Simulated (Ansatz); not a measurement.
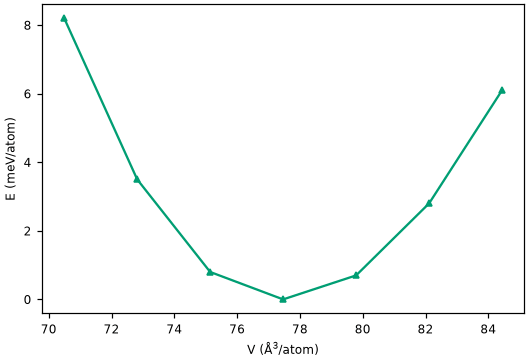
Figure. Rb (bcc (W type), Im-3m) under volume change, the program Ansatz at the LDA level (PAW), scaled uniformly.

Q: What does a third-order Birch–Murnaghan fit give for V₀, B₀ and B′?

A: V₀ = 77.48 Å³/atom, B₀ = 3.6 GPa, B′ = 3.7.

The cell was relaxed with LDA under the symmetry of its start.

Potentials: the later of the program's two PAW sets.
